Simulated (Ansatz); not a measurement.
## Lattice dynamics of LiBe (Pm-3m)

Aim: the phonons of LiBe (Pm-3m) at a cell relaxed beforehand at this level. After the zone centre comes a 4×4×4 q mesh on a 16×16×16 k mesh.

Method: DFT PBEsol, scalar-relativistic, plane waves, PAW; PAW set soft_1, in Ansatz 0.2.0.

## 1. The structure

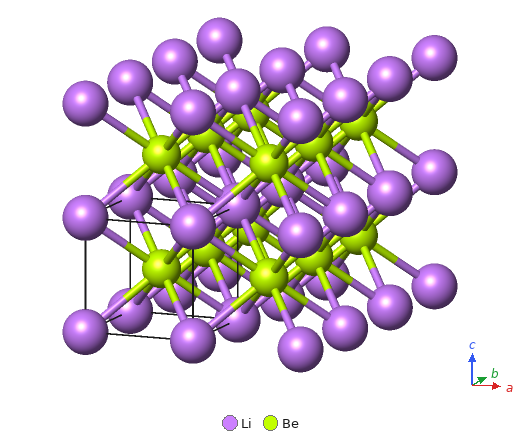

The starting structure, seen slightly off an axis (lithium purple, beryllium green). 2×3×2 cells are drawn. Some periodic images of atoms are drawn too.

## 2. Zone-centre response

The cell comes from relaxations at this level that are not shown. The zone centre comes first: it holds the modes that light can see, as far as symmetry allows. No field response is asked, since the mesh shows no gap.

The input, input.yaml:

```yaml
crystal:
  lattice:
    - [2.8019923598, 0.0, 0.0]
    - [0.0, 2.8019923598, 0.0]
    - [0.0, 0.0, 2.8019923598]
  atoms:
    - { symbol: Li, position: [0.0, 0.0, 0.0] }
    - { symbol: Be, position: [0.5, 0.5, 0.5] }
kpoints:
  mp_grid: { grid: [16, 16, 16] }
hamiltonian:
  xc: pbesol
  pseudopotentials: { kind: paw, azcp: { folder: soft_1 }, xc_functional: pbe }
scf:
  occupations: { method: methfessel_paxton, width: 0.2 }
output:
  eigenvalues: true
phonons:
  method: dfpt
```

Started as:

```console
$ ansatz run input.yaml --threads 4 --pin off --max-ram 10240MiB --backend cpu --events-out ev --progress --plain --runs-dir out
```

Numbers of over 12 decimals in the logs are rounded to 6 here.

The program printed:

```text
Engine: ansatz 0.2.0, aarch64-unknown-linux-gnu
Pseudopotentials: kind: paw
Pseudopotential: Li, paw, valence charge 3, recommended cutoff 420 eV (normal), soft_1/Li.paw.azcp
Pseudopotential: Be, paw, valence charge 2, recommended cutoff 420 eV (normal), soft_1/Be.paw.azcp
Functional definition: PBEsol
  exchange = pbesol_x
  correlation = pbesol_c
Crystal: 2 atoms, lattice volume = 21.999 Å³
Basis set: ecut = 420 eV, 437 PW (Γ), exchange–correlation on 40×40×40 points (8 copies of the dense FFT grid, shifted against one another)
Bands: 7, of which v1, the nominal top of the filled ones, is band 3 counted from 1 (2 counted from 0)
Symmetry: 48 space group operations
k-points: 405 of 4096 (irreducible under 8 space group operations, time reversal used)
Non-local potential: Li, projectors of the file, l = 0: 3, l = 1: 2, l = 2: 1
Non-local potential: Be, projectors of the file, l = 0: 2, l = 1: 2, l = 2: 1
PAW form: soft (Blöchl's): semilocal exchange-correlation on the pseudo side does not see the compensation charge
PAW frozen core: Be, regenerated for the run's functional, and the local potential with it (the file was generated under x = pbe(κ = 0.804, μ = 0.219515), c = pbe(β = 0.066725))
PAW one-centre angular grid: Li, 110 points (default); XC on 64 Gauss nodes
PAW one-centre angular grid: Be, 110 points (default); XC on 64 Gauss nodes
Initial density: superposition of atomic densities (chi_scale 0.1, normalization cell, long waves kept (reshape's long-wave potential 0.00 eV rms))
Initial wavefunctions: pseudopotential atomic-orbital guess
Functional: x = pbesol(κ = 0.804, μ = 0.123457), c = pbesol(β = 0.046)
SCF iter   1: F=—  HF=-292.635018 eV  |F-HF|=—  |Δ(HF+E_count)|=         —  Δρ=9.03e-3  dr2=1.70e-2  ethr=3.10e-3  ⟨swp⟩=5.4  Hψ=21684  notcnv=0
preconditioner: auto → none  [metal: Δε(μ)=0.104 eV  Ē_g=10.508 eV  σ=0.200 eV  W_gap=0.40  n_scr=0 (ndim 8)  ℏωp=13.7 eV  f_vac=0.000  D(μ)=0.32/eV (n_scr^D=0)]
SCF iter   2: F=—  HF=-292.608094 eV  |F-HF|=—  |Δ(HF+E_count)|=   2.69e-2  S|Δr|=    0.00e0  Δρ=4.13e-3  dr2=2.70e-3  ethr=3.39e-4  ⟨swp⟩=1.0  Hψ=6077  notcnv=0  defer=1
SCF iter   3: F=—  HF=-292.610431 eV  |F-HF|=—  |Δ(HF+E_count)|=   2.34e-3  S|Δr|=    0.00e0  Δρ=3.27e-4  dr2=1.30e-5  ethr=5.41e-5  ⟨swp⟩=2.0  Hψ=3744  notcnv=0  defer=2
SCF iter   4: F=—  HF=-292.610448 eV  |F-HF|=—  |Δ(HF+E_count)|=   1.70e-5  S|Δr|=    0.00e0  Δρ=2.68e-5  dr2=5.49e-8  ethr=2.59e-7  ⟨swp⟩=2.0  Hψ=3344  notcnv=0  defer=2
SCF iter   5: F=—  HF=-292.610448 eV  |F-HF|=—  |Δ(HF+E_count)|=   2.27e-7  S|Δr|=    0.00e0  Δρ=2.48e-6  dr2=5.37e-10  ethr=1.10e-9  ⟨swp⟩=2.7  Hψ=3675  notcnv=0  defer=2
SCF iter   6: F=-292.610448 eV  HF=-292.610448 eV  |F-HF|=1.08e-12  |Δ(HF+E_count)|=  9.27e-11  S|Δr|=    0.00e0  Δρ=1.18e-7  dr2=3.66e-12  ethr=1.00e-12  ⟨swp⟩=5.8  Hψ=9108  notcnv=0
the search or the solves at the SCF's close seem to have found levels that the self-consistency loop had missed (the run counts 2). By its estimate they hold under 1e-12 electrons; where the run keeps them, the occupations were computed again with them
SCF 1 converged in 6 iterations: F = -292.610448 eV  dr2 = 3.66e-12
  greatest PAW one-centre occupation: 1.000 electrons in one spin orbital (limit 2), on the Li atom at site 0 (counted from 0), in its partial waves of l = 0
DFPT response loops at Γ: preconditioner auto → Kerker (q_TF=auto, 2.131 Å⁻¹) (partly filled bands, converged f_vac=0.000); β = 1.00, the filter's whole step (`scf.mixing.beta` (0.50) is not read by the response loops under this deck's `scf.mixing.preconditioner`; to damp them name `kerker` or `kerker_dos`, under which they read `scf.mixing.beta`, and type it under 1.00, their step now; both keys bind the ground state too); Broyden in place of MSR1
SCF converged after 6 iterations
Stability not checked: this state was not tested for a lower state beside it, because cold or Methfessel-Paxton smearing, or corrected tetrahedra, fill the levels in a way that the test cannot read (fill_not_monotonic; see scf.lower_state_search)
Free energy (F): -292.610448 eV
Harris-Foulkes:  -292.610448 eV  (|F-HF|=1.08e-12)
Internal energy: -292.612762 eV  (E = F + TS)
E sigma→0 (E₀):  -292.611026 eV
Entropy (-TS):   0.002314 eV (1.157 meV/atom)
Fermi energy:    3.680903 eV
--- Per-component energies (eV) ---
  E_band       = -77.315521
  E_kinetic    = 34.993642
  E_local      = -123.321884  (includes V_loc(G=0)·N_el)
  E_nonlocal   = -14.967083
  E_hartree    = 37.339552
  E_xc         = -27.803688
  E_vxc        = -30.599380  (∫ρ·V_xc dr)
  E_paw        = -79.358805  (= ΣΔE_a)
  E_vpaw       = -18.100159  (= ΣTr[D̂ρ^β])
  E_aug_tail   = 0.000249  (compensation charges beyond the density's cutoff)
  E_ewald      = -119.504276
  E_core_change = 0.009531  (= ΣΔE_core)
  E_smearing   = 0.002314  (= −TS)
  E_closure    = 0.000000  (closes the sum)
  Σ components = -292.610448   (vs F -292.610448, Δ=0.00e0)
--- Band table (eV; the first three rows and the last of 405) ---
  k-point 0: bands = ["-40.3545", "-2.8311", "9.8987", "9.8987", "9.8987", "14.4339", "14.4339"]
  k-point 1: bands = ["-40.3537", "-2.7812", "9.2511", "9.9632", "9.9632", "14.5078", "15.1796"]
  k-point 2: bands = ["-40.3514", "-2.6313", "7.9412", "10.1556", "10.1556", "14.7292", "16.7466"]
  k-point 404: bands = ["-40.2944", "6.1080", "6.1080", "6.1080", "8.6632", "8.6632", "8.6632"]
--- Phonons (Γ-DFPT): 2 representative perturbations + reference, on 405 of 4096 k-points (Σ response iterations 6) ---
  k mesh reduced under 8 symmetry operations, with k and −k counted as one. Each operation leaves every solved perturbation unchanged. A smaller set is not used because it would not reduce the number of displacements times k-points to solve
  ASR residual: 6.715e-6 → 0.000e0 eV/Å²; symmetrization residual: 2.238e-7 eV/Å²
  ASR residual per site (eV/Å²): 6.72e-6 5.74e-7
  Γ frequencies (cm⁻¹): 0.00 0.00 0.00 560.32 560.32 560.32
  non-analytic LO–TO correction: not included (Born effective charges unavailable; polar crystals: no LO–TO splitting at Γ)
```

Elapsed: 3.6 s, on 4 threads of Arm Neoverse V1, shared host; peak memory 0.44 GiB; 12 s of CPU time.

In the SCF lines HF is the Harris–Foulkes energy and dr2 the Hartree energy of the density residual, in eV; the loop may stop once dr2 is under the threshold and the program's other checks hold. Hψ counts applications of the Hamiltonian.

Numbers from this step:

```
volume per atom                                         : 11.00 Å³
gap on the k-mesh                                       : 0 eV
sum-rule residual before enforcement                    : 6.72e-6 eV/Å²
point group                                             : m-3m
highest optical mode at the zone centre (no LO-TO term) : 560.3 cm⁻¹
lowest optical zone-centre mode                         : 560.3 cm⁻¹
```

Patterns of degenerate modes are one choice out of their space. The modes at Γ (shares of kinetic energy by element, %):

| mode | frequency (cm⁻¹) | symmetry | Li % | Be % |
| --- | --- | --- | --- | --- |
| 1 | 0.0 | acoustic | 44 | 56 |
| 2 | 0.0 | acoustic | 44 | 56 |
| 3 | 0.0 | acoustic | 44 | 56 |
| 4 | 560.3 | T1u | 56 | 44 |
| 5 | 560.3 | T1u | 56 | 44 |
| 6 | 560.3 | T1u | 56 | 44 |

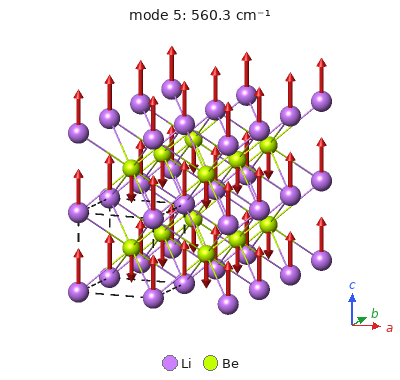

Displacement patterns of mode 5 at Γ; arrows are exaggerated. 2×3×2 cells are drawn. Some periodic images of atoms are drawn too.

Before it was imposed, the acoustic sum rule was missed by 6.7e-6 eV/Å². Small misses are needed for a sound result but don't prove that mesh and cutoff are converged. The lowest optical mode is real, 560 cm⁻¹.

## 3. Response at finite wavevector

Stability and thermal properties need the whole zone. Linear response on a 4×4×4 q mesh gives force constants as far as a supercell of that size would.

Changes to input.yaml since step 2:

```diff
@@ -19 +19,8 @@
   method: dfpt
+  qmesh: [4, 4, 4]
+  temperatures: { t_max: 1000, t_step: 50 }
+  qpath:
+    path:
+      - [[0.0, 0.0, 0.0], [0.0, 0.5, 0.0], [0.5, 0.5, 0.0], [0.0, 0.0, 0.0], [0.5, 0.5, 0.5], [0.0, 0.5, 0.0]]
+      - [[0.5, 0.5, 0.5], [0.5, 0.5, 0.0]]
+    npoints: 10
```

The program printed:

```text
[...]
Crystal: 2 atoms, lattice volume = 21.999 Å³
Basis set: ecut = 420 eV, 437 PW (Γ), exchange–correlation on 40×40×40 points (8 copies of the dense FFT grid, shifted against one another)
Bands: 7, of which v1, the nominal top of the filled ones, is band 3 counted from 1 (2 counted from 0)
[... 1 set-up line as in the run before ...]
k-points: 165 of 4096
[...]
SCF iter   1: F=—  HF=-292.635010 eV  |F-HF|=—  |Δ(HF+E_count)|=         —  Δρ=9.03e-3  dr2=1.70e-2  ethr=3.10e-3  ⟨swp⟩=5.3  Hψ=8856  notcnv=0
[...]
SCF iter   6: F=-292.610448 eV  HF=-292.610448 eV  |F-HF|=1.19e-12  |Δ(HF+E_count)|=  9.32e-11  S|Δr|=    0.00e0  Δρ=1.18e-7  dr2=3.64e-12  ethr=1.00e-12  ⟨swp⟩=5.9  Hψ=3783  notcnv=0
[...]
SCF 1 converged in 6 iterations: F = -292.610448 eV  dr2 = 3.64e-12
[...]
phonons: the bands overlap, so this run is a metal and interpolates without the dipole-dipole term. If the crystal is really an insulator or semiconductor, its LO-TO splitting is missing
NSCF: frozen V_eff on 165 k-points
[...]
DFPT response loops at q = (0, 0, 0) (fractional): preconditioner auto → Kerker (q_TF=auto, 2.131 Å⁻¹) (partly filled bands, converged f_vac=0.000); β = 1.00, the filter's whole step (`scf.mixing.beta` (0.50) is not read by the response loops under this deck's `scf.mixing.preconditioner`; to damp them name `kerker` or `kerker_dos`, under which they read `scf.mixing.beta`, and type it under 1.00, their step now; both keys bind the ground state too); Broyden in place of MSR1
[...]
SCF converged after 6 iterations
[...]
Free energy (F): -292.610448 eV
[...]
Internal energy: -292.612762 eV  (E = F + TS)
E sigma→0 (E₀):  -292.611026 eV
Entropy (-TS):   0.002314 eV (1.157 meV/atom)
Fermi energy:    3.680903 eV
[...]
--- Band table (eV; the first three rows and the last of 165) ---
[...]
--- Phonons (Γ-DFPT): 2 representative perturbations + reference (Σ response iterations 6) ---
  ASR residual: 6.996e-6 → 0.000e0 eV/Å²; symmetrization residual: 2.120e-7 eV/Å²
  ASR residual per site (eV/Å²): 7.00e-6 5.98e-7
  Γ frequencies (cm⁻¹): 0.00 0.00 0.00 560.32 560.32 560.32
--- Phonons (arbitrary-q DFPT): 10 irreducible q on the 4×4×4 mesh ---
  q = [0.0000, 0.0000, 0.0000] (star 1, of the zone-centre solve; hermiticity 9.37e-8, symmetrization 6.51e-13): -0.00 -0.00 -0.00 560.32 560.32 560.32
  q = [0.0000, 0.0000, 0.2500] (star 6, 4 solved perturbations in 4032 linear systems a pass and spin channel, the states on 1296 of 4096 k-point pairs; hermiticity 8.95e-8, symmetrization 8.72e-14): 174.48 229.25 229.25 489.35 523.95 523.95
[...]
q = [0.0000, 0.2500, -0.5000] (star 12, 6 solved perturbations on 1296 of 4096 k-point pairs; hermiticity 1.72e-8, symmetrization 4.24e-9): -2.68 171.89 406.94 412.02 493.66 519.38
[...]
sum rule: each row above includes the acoustic sum rule's correction from the zone centre's row sums; it moved no ω² by more than (0.52 cm⁻¹)²
  mesh force constants: q→R imaginary residual 2.76e-18; ASR residual 6.996e-6 → 0.000e0 eV/Å²; symmetrization residual 4.441e-15 eV/Å²
  interpolated dispersion: 62 rows × 6 modes
  density of states and harmonic sums: on the 24×24×24 q-mesh, interpolated from the force constants of a 4×4×4 supercell (no non-analytic term)
  largest difference from the sums on the solved wave vectors: F 8.22e-2 eV, S 1.13e-4 and C_V 3.12e-5 eV/K
  zero-point energy: 0.130483 eV/cell   skipped modes (ω ≤ 0): 89, of them read as no rigid motion or as one in doubt: 86 (1.610e-1 modes/cell left out, lowest -91.56 cm⁻¹)   left out of the sums: 2.69e-2 of the cell's modes: C_V's classical limit lies that fraction below 3 k_B per atom; for a crystal, a wire or a layer, F and S can be off by more, and a phonons.interpolated_qmesh denser along its periods is the remedy for the sampling
```

Wall time 77 s (4 threads); peak memory 1 GiB.

Numbers from this step:

```
sum-rule residual before enforcement                    : 7.00e-6 eV/Å²
lowest frequency on the path                            : -91.56 cm⁻¹
highest frequency on the path or at a solved wavevector : 560.3 cm⁻¹
lowest mode on the q mesh (acoustic modes at Γ apart)   : -91.56 cm⁻¹
```

Frequencies (cm⁻¹) solved at each irreducible wavevector; negative means imaginary. Frequencies by wavevector, by row:

| q in reciprocal lattice units | star | mode 1 | mode 2 | mode 3 | mode 4 | mode 5 | mode 6 |
| --- | --- | --- | --- | --- | --- | --- | --- |
| 0 0 0 | 1 | 0 | 0 | 0 | 560.3 | 560.3 | 560.3 |
| 0 0 0.25 | 6 | 174.5 | 229.2 | 229.2 | 489.4 | 524 | 524 |
| 0 0 -0.5 | 3 | 159.3 | 394.6 | 394.6 | 431.7 | 431.7 | 447.1 |
| 0 0.25 0.25 | 12 | -19.4 | 276.9 | 299.6 | 438.3 | 490.9 | 530.3 |
| 0 0.25 -0.5 | 12 | -2.7 | 171.9 | 406.9 | 412 | 493.7 | 519.4 |
| 0 -0.5 -0.5 | 3 | -91.6 | -91.6 | 408.7 | 432.8 | 544 | 544 |
| 0.25 0.25 0.25 | 8 | 210.2 | 210.2 | 257.2 | 449.8 | 508.2 | 508.2 |
| 0.25 0.25 -0.5 | 12 | 124 | 227 | 301 | 464 | 478.7 | 529 |
| 0.25 -0.5 -0.5 | 6 | 179.4 | 179.4 | 320.8 | 448.1 | 527.2 | 527.2 |
| -0.5 -0.5 -0.5 | 1 | 285.8 | 285.8 | 285.8 | 503.3 | 503.3 | 503.3 |

Interpolated from a 4×4×4 q mesh. The phonon branches at the labelled points (cm⁻¹):

| point | branch 1 | branch 2 | branch 3 | branch 4 | branch 5 | branch 6 |
| --- | --- | --- | --- | --- | --- | --- |
| Γ | 0 | 0 | 0 | 560 | 560 | 560 |
| X | 159 | 395 | 395 | 432 | 432 | 447 |
| M | -92 | -92 | 409 | 433 | 544 | 544 |
| Γ | 0 | 0 | 0 | 560 | 560 | 560 |
| R | 286 | 286 | 286 | 503 | 503 | 503 |
| X | 159 | 395 | 395 | 432 | 432 | 447 |
| jump to R | 286 | 286 | 286 | 503 | 503 | 503 |
| M | -92 | -92 | 409 | 433 | 544 | 544 |

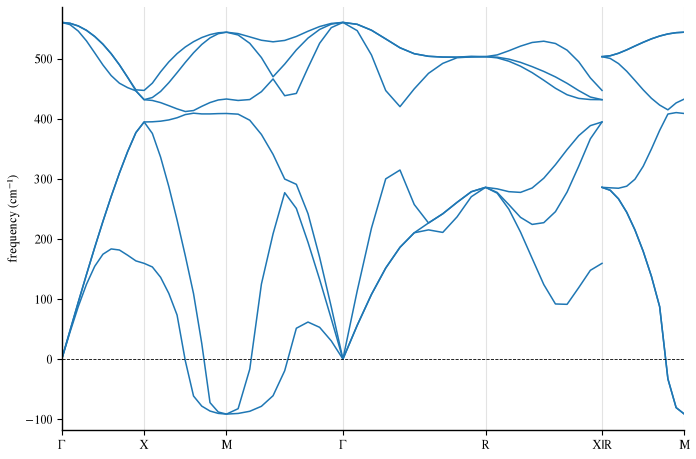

Phonon branches along the path.

The phonon density of states has structure finer than the step of the table below, so its rows give means over 25 cm⁻¹, whole bins alone (the curve runs from -95 to 565 cm⁻¹). Peaks (cm⁻¹: height): 315.0: 0.0122, 435.0: 0.0247, 525.0: 0.0548.

Tetrahedra on a 24×24×24 mesh, mean over bins of 10 cm-1. Interpolated from a 4×4×4 q mesh. Phonon density of states against wavenumber; means over each step:

| wavenumber (cm⁻¹) | phonon density of states (1/cm⁻¹/cell) |
| --- | --- |
| -75 | 0.00214 |
| -50 | 0.00185 |
| -25 | 0.00128 |
| 0 | 0.00132 |
| 25 | 0.00164 |
| 50 | 0.00283 |
| 75 | 0.00610 |
| 100 | 0.00911 |
| 125 | 0.00903 |
| 150 | 0.00751 |
| 175 | 0.00676 |
| 200 | 0.00758 |
| 225 | 0.00914 |
| 250 | 0.00802 |
| 275 | 0.00931 |
| 300 | 0.0108 |
| 325 | 0.00889 |
| 350 | 0.00656 |
| 375 | 0.00573 |
| 400 | 0.00431 |
| 425 | 0.0141 |
| 450 | 0.0203 |
| 475 | 0.0170 |
| 500 | 0.0233 |
| 525 | 0.0374 |
| 550 | 0.00748 |

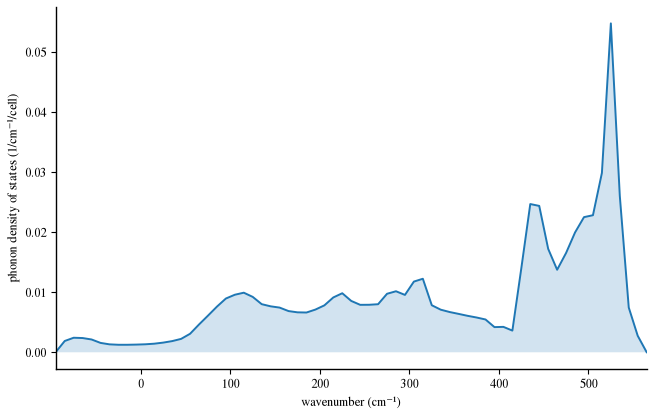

Phonon density of states, plotted against wavenumber.

The partial phonon density of states has structure finer than the step of the table below, so its rows give means over 25 cm⁻¹, whole bins alone (the curve runs from -101 to 587 cm⁻¹). Peaks (cm⁻¹: height): Be -75.3: 0.00238, 80.5: 0.00761, 115.2: 0.00816, 232.1: 0.00751, 297.0: 0.0107, 526.5: 0.0121; Li 439.9: 0.0207, 526.5: 0.0358.

Phonopy on the run's constants, 21x21x21 mesh, Gaussian sigma 4.9 cm-1. Interpolated from a 4×4×4 q mesh. Partial phonon density of states against wavenumber; means over each step; values in 1/cm⁻¹/cell:

| wavenumber (cm⁻¹) | Be | Li |
| --- | --- | --- |
| -75 | 0.00195 | 5.8e-4 |
| -50 | 0.00157 | 4.8e-4 |
| -25 | 0.00109 | 3.3e-4 |
| 0 | 3.8e-4 | 1.2e-4 |
| 25 | 0.00112 | 3.6e-4 |
| 50 | 0.00186 | 7.0e-4 |
| 75 | 0.00531 | 0.00182 |
| 100 | 0.00623 | 0.00216 |
| 125 | 0.00694 | 0.00215 |
| 150 | 0.00582 | 0.00164 |
| 175 | 0.00532 | 0.00149 |
| 200 | 0.00606 | 0.00163 |
| 225 | 0.00710 | 0.00194 |
| 250 | 0.00644 | 0.00174 |
| 275 | 0.00741 | 0.00133 |
| 300 | 0.00952 | 0.00179 |
| 325 | 0.00728 | 0.00161 |
| 350 | 0.00503 | 0.00128 |
| 375 | 0.00452 | 0.00121 |
| 400 | 0.00248 | 0.00199 |
| 425 | 0.00268 | 0.0117 |
| 450 | 0.00306 | 0.0171 |
| 475 | 0.00343 | 0.0135 |
| 500 | 0.00514 | 0.0179 |
| 525 | 0.00952 | 0.0283 |
| 550 | 0.00241 | 0.00498 |

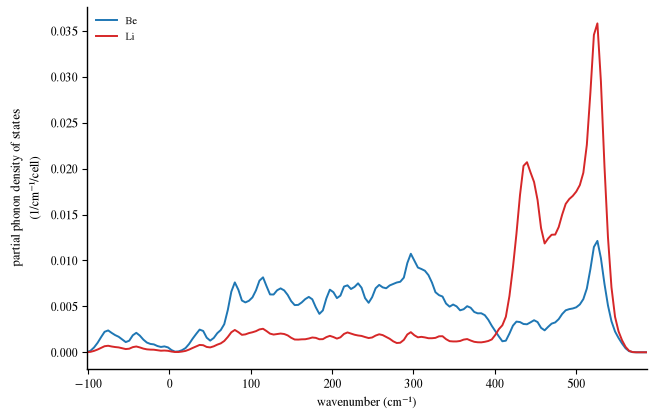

Partial phonon density of states against wavenumber.

Second derivatives of the energy by pair, one row for each kind of neighbour of each atom listed. Each entry sums the pair over the periodic images of the supercell that the q mesh stands for, and in a polar crystal it holds the long-range dipole part too. Force constants by pair, by row:

| atom | neighbour | distance (Å) | third of the trace (eV/Å²) | along the pair's line (eV/Å²) |
| --- | --- | --- | --- | --- |
| Li1 | itself | 0 | 5.087 | – |
| Li1 | Be | 2.427 | -0.4934 | -1.468 |
| Li1 | Li | 2.802 | -0.1413 | -0.3313 |
| Li1 | Li | 3.963 | 0.0336 | 0.1199 |
| Li1 | Be | 4.647 | -0.0256 | -0.0724 |
| Li1 | Li | 4.853 | -0.0097 | -0.0542 |
| Li1 | Li | 5.604 | 0.0169 | 0.0895 |
| Li1 | Be | 6.107 | -0.0024 | -6.00e-4 |
| Li1 | Li | 6.265 | -0.0015 | -0.0051 |
| Be2 | itself | 0 | 3.272 | – |
| Be2 | Li | 2.427 | -0.4934 | -1.468 |
| Be2 | Be | 2.802 | 0.1683 | 0.7939 |
| Be2 | Be | 3.963 | 0.0065 | 0.0016 |
| Be2 | Li | 4.647 | -0.0256 | -0.0724 |
| Be2 | Be | 4.853 | 0.012 | 0.0434 |
| Be2 | Be | 5.604 | 0.0884 | 0.3094 |
| Be2 | Li | 6.107 | -0.0024 | -6.00e-4 |
| Be2 | Be | 6.265 | -0.0115 | -0.0318 |

Symmetry leaves 10 wavevectors to solve. The lowest mode among them, the acoustic zeros apart, lies at q = (0, -0.5, -0.5) and is imaginary, 91.6i cm⁻¹, so the energy falls along it.

## 4. Isotope substitution

An isotope changes the mass and not the force constants, so no new electronic calculation is needed; the shifts show which modes move this element.

The same force constants with the mass of Li changed from 6.940 to 6.015 u (phonopy, no LO-TO term). Both lists are sorted by frequency; levels can cross, so a row need not hold one and the same mode. Modes under 3 cm⁻¹ are left out. Isotope shifts, by row:

| q | rank | natural mass (cm⁻¹) | changed mass (cm⁻¹) |
| --- | --- | --- | --- |
| 0 0 0 | 4 | 560.3 | 584.1 |
| 0 0 0 | 5 | 560.3 | 584.1 |
| 0 0 0 | 6 | 560.3 | 584.1 |
| 0 0 0.25 | 1 | 174.5 | 177.3 |
| 0 0 0.25 | 2 | 229.2 | 235.8 |
| 0 0 0.25 | 3 | 229.2 | 235.8 |
| 0 0 0.25 | 4 | 489.4 | 517.3 |
| 0 0 0.25 | 5 | 524 | 547.1 |
| 0 0 0.25 | 6 | 524 | 547.1 |
| 0 0 -0.5 | 1 | 159.3 | 159.3 |
| 0 0 -0.5 | 2 | 394.6 | 394.6 |
| 0 0 -0.5 | 3 | 394.6 | 394.6 |
| 0 0 -0.5 | 4 | 431.7 | 463.7 |
| 0 0 -0.5 | 5 | 431.7 | 463.7 |
| 0 0 -0.5 | 6 | 447.1 | 480.3 |
| 0 0.25 0.25 | 1 | -19.37 | -19.77 |
| 0 0.25 0.25 | 2 | 276.9 | 277.3 |
| 0 0.25 0.25 | 3 | 299.6 | 308 |
| 0 0.25 0.25 | 4 | 438.3 | 470.1 |
| 0 0.25 0.25 | 5 | 490.9 | 512.9 |
| 0 0.25 0.25 | 6 | 530.3 | 557.9 |

A mode of this element alone would shift by +7.41 %. The highest zone-centre frequency without the field goes from 560.3 to 584.1 cm⁻¹ (+4.3 %). The product of the frequency ratios over all optical modes at Γ is 1.133; the product rule, (m/m′)^(3k/2) (M′/M)^(3/2) with k = 1 such atoms and M the mass of the cell, gives 1.133.

## 5. Results

| Item | Value |
| --- | --- |
| space group (within 0.01 Å) | Pm-3m |
| volume per atom | 11.0 Å³ |
| electronic character | no gap on this mesh |
| highest optical mode at the zone centre (no LO-TO term) | 560 cm⁻¹ |
| lowest optical zone-centre mode | 560 cm⁻¹ |
| lowest mode on the q mesh (acoustic modes at Γ apart) | -91.6 cm⁻¹ |
| highest frequency on the path or at a solved wavevector | 560 cm⁻¹ |
| imaginary modes on the 4×4×4 q mesh | yes |

Modes are clearly imaginary (beyond 10i cm⁻¹) at 2 of the 10 irreducible wavevectors, most at q = (0, -0.5, -0.5) (91.6i cm⁻¹), so this structure is not a minimum of the energy. The optical modes at Γ form one degenerate level at 560 cm⁻¹. With no gap, or one that is small against the smearing, the frequencies hang on the k mesh and the smearing, most of all near Kohn anomalies. The phonon runs are without spin polarisation, although the cell has an odd electron count. The PAW files were made for PBE and serve the other functionals too. A phonon run warned that its eigensolver left some bands unconverged in a pass. These are harmonic frequencies at zero temperature: anharmonic shifts, linewidths and thermal expansion are left out.

[Logs are printed without paths, hosts, clocks, repeated set-up lines and the standing remarks that a program may print on its own settings, such as how far it seeks lower states.]

[Hosts, paths, dates, database ids (printed as entryN), source tags and the programs' standing remarks are cut or masked in the printed files.]
